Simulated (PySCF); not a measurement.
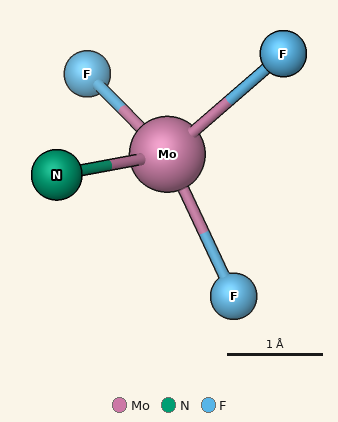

Figure 1. The structure as given in the input (ball-and-stick view, seen at a tilt). Sticks mark near contacts. Bond lengths as drawn: F–Mo 1.68 to 1.85 Å and Mo–N 1.68 Å.

## Geometry relaxation, with input and output: MoNF3

The run: geometry relaxation of MoNF3, SMILES [N]#[Mo]([F])([F])[F]. Method and program: PBE0-D3(BJ)/def2-SVP geometry optimisation, gas phase (PySCF 2.14.0).

It belongs to a series of runs on one base structure; here: ligand (all three): Cl to F.

## Input file
```
{"job": {"xc": "PBE0", "basis": "def2-SVP", "d3": "d3bj", "grid": 1, "maxiter": 30, "shake": 0.03, "kind": "geom"}, "charge": 0, "multiplicity": 1}
Mo     0.060240    -0.075790    -0.076160
N     -0.008210    -0.029230     1.605000
F      1.676050     0.002460    -0.542020
F     -0.775960     1.516710    -0.499500
F     -0.877270    -1.524630    -0.549440
```

The first line tells a small driver script what to run in PySCF; the rest is the geometry in Å.

Run on 1 CPU thread, shared host.

Run as:
```bash
OMP_NUM_THREADS=1 python <driver script> task.json out
```

## Log
```
step   0  E = -421.95768436  max force = 0.134811
step   1  E = -421.98194118  max force = 0.043338
step   2  E = -421.98362526  max force = 0.013772
step   3  E = -421.98395534  max force = 0.002844
step   4  E = -421.98399646  max force = 0.001074
step   5  E = -421.98401068  max force = 0.000454
step   6  E = -421.98401944  max force = 0.000198
optimisation converged
```

## Trajectory as extended XYZ (Å, eV, eV/Å), 7 frames, from step=0 to step=6
```
5
Properties=species:S:1:pos:R:3:forces:R:3 step=0 energy=-11482.05343
Mo    0.0602   -0.0758   -0.0762   -6.7675   2.1371   6.0556
N    -0.0082   -0.0292    1.6050    0.6180  -0.4427  -3.5374
F     1.6761    0.0025   -0.5420    6.9322   0.1016  -1.7106
F    -0.7760    1.5167   -0.4995    0.0556  -0.1954  -0.2646
F    -0.8773   -1.5246   -0.5494   -0.8383  -1.6007  -0.5430
5
Properties=species:S:1:pos:R:3:forces:R:3 step=1 energy=-11482.71349
Mo   -0.0001   -0.0316   -0.0393    0.8492  -0.3408  -2.2285
N     0.0213   -0.0618    1.5468   -0.1204   0.0306   1.6317
F     1.8150   -0.0017   -0.5153   -1.0547  -0.0941   0.2394
F    -0.8257    1.5450   -0.5135   -0.0002  -0.1312   0.1482
F    -0.9356   -1.5603   -0.5408    0.3262   0.5355   0.2093
5
Properties=species:S:1:pos:R:3:forces:R:3 step=2 energy=-11482.75932
Mo    0.0087   -0.0322   -0.0540    0.4988  -0.0460   0.5496
N     0.0098   -0.0554    1.5673   -0.0274   0.0249  -0.7082
F     1.8031   -0.0186   -0.5243   -0.5068  -0.0692   0.1205
F    -0.8235    1.5396   -0.5105   -0.0392  -0.0137   0.0201
F    -0.9233   -1.5438   -0.5406    0.0745   0.1040   0.0180
5
Properties=species:S:1:pos:R:3:forces:R:3 step=3 energy=-11482.76830
Mo    0.0150   -0.0308   -0.0539    0.0512   0.1400   0.0398
N     0.0064   -0.0507    1.5565    0.0263  -0.0088   0.0599
F     1.7915   -0.0342   -0.5211    0.0564  -0.0484   0.0004
F    -0.8223    1.5388   -0.5051   -0.0591   0.0634  -0.0316
F    -0.9156   -1.5336   -0.5385   -0.0748  -0.1463  -0.0685
5
Properties=species:S:1:pos:R:3:forces:R:3 step=4 energy=-11482.76942
Mo    0.0151   -0.0276   -0.0526   -0.0408   0.0552  -0.0175
N     0.0088   -0.0501    1.5581    0.0054   0.0014   0.0174
F     1.7925   -0.0425   -0.5174    0.0238  -0.0321   0.0011
F    -0.8244    1.5440   -0.5072   -0.0007  -0.0289   0.0097
F    -0.9172   -1.5344   -0.5431    0.0123   0.0043  -0.0107
5
Properties=species:S:1:pos:R:3:forces:R:3 step=5 energy=-11482.76981
Mo    0.0149   -0.0247   -0.0523   -0.0126  -0.0060  -0.0048
N     0.0083   -0.0488    1.5587   -0.0074   0.0034  -0.0021
F     1.7934   -0.0519   -0.5139    0.0070  -0.0158  -0.0013
F    -0.8247    1.5459   -0.5072   -0.0048  -0.0048   0.0070
F    -0.9170   -1.5310   -0.5474    0.0178   0.0234   0.0013
5
Properties=species:S:1:pos:R:3:forces:R:3 step=6 energy=-11482.77005
Mo    0.0155   -0.0222   -0.0522   -0.0044  -0.0047   0.0002
N     0.0047   -0.0480    1.5589   -0.0069  -0.0014  -0.0062
F     1.7951   -0.0631   -0.5098    0.0014   0.0004   0.0006
F    -0.8241    1.5488   -0.5060    0.0051  -0.0045   0.0041
F    -0.9162   -1.5259   -0.5530    0.0048   0.0102   0.0012
```

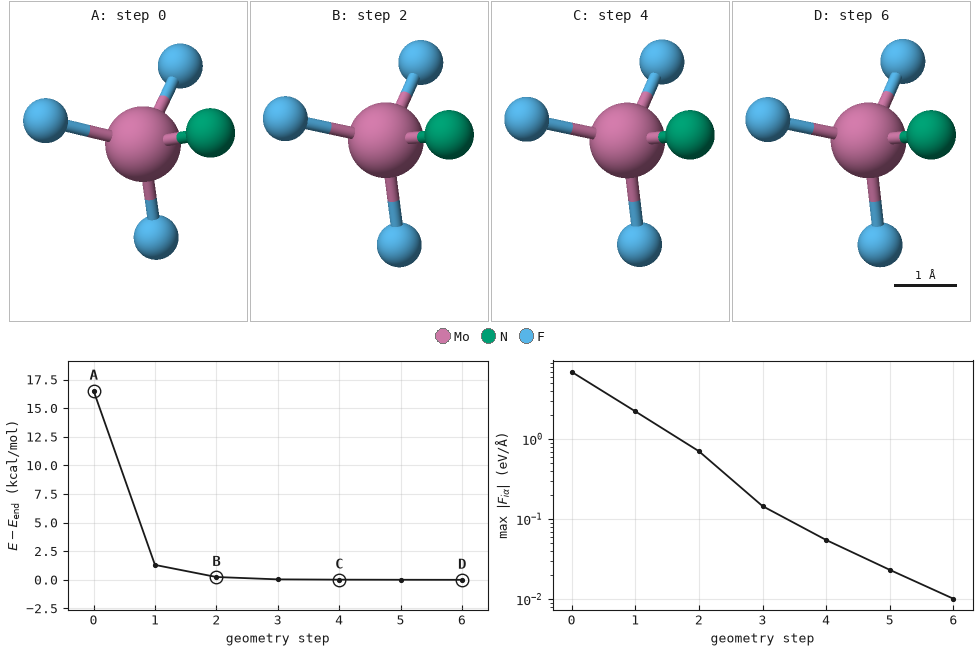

Figure 2. Frames of the relaxation (ball-and-stick view, seen at a tilt) above the curves, on which the letters mark them (steps are counted from 0).

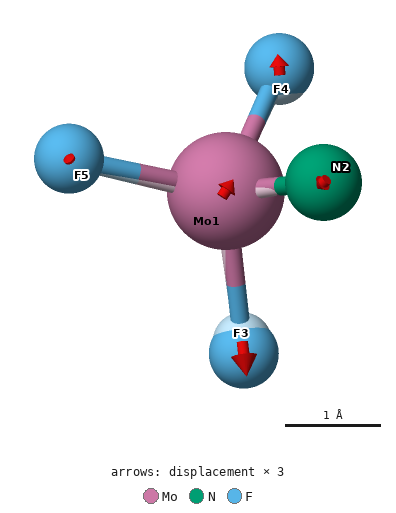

Figure 3. Start (faint) and end (solid) with the displacements as red arrows, magnified 3 times (ball-and-stick view, seen at a tilt). The two geometries are laid on each other by the best rigid fit. After 6 geometry steps the energy has fallen by 16.5 kcal/mol. The largest force component goes from 6.9 to 0.01 eV/Å. The atom that moves furthest after the best rigid fit is F3 (0.12 Å). Largest moves by element: F 0.12 Å, Mo 0.07 Å, N 0.06 Å. Among the contacts that change: Mo1–F3 1.683 → 1.838 Å, Mo1–N2 1.683 → 1.611 Å, Mo1–F5 1.789 → 1.838 Å, Mo1–F4 1.848 → 1.838 Å. Among the angles that change: F3–Mo1–F4 109.3° → 113.6°, N2–Mo1–F4 100.8° → 104.9°, F3–Mo1–F5 117.9° → 113.9°. (Atoms are counted from 1 in the order of the input.)

## Key numbers

| quantity | value |
| --- | --- |
| outcome | converged |
| total energy | −421.984019 hartree |
| dipole moment | 1.35 D |
| point group | C3v |
| wall time | 43 s |
| peak memory | 0.34 GiB |

## Remarks

The run takes a singlet; with an open-shell metal another spin state may lie lower.
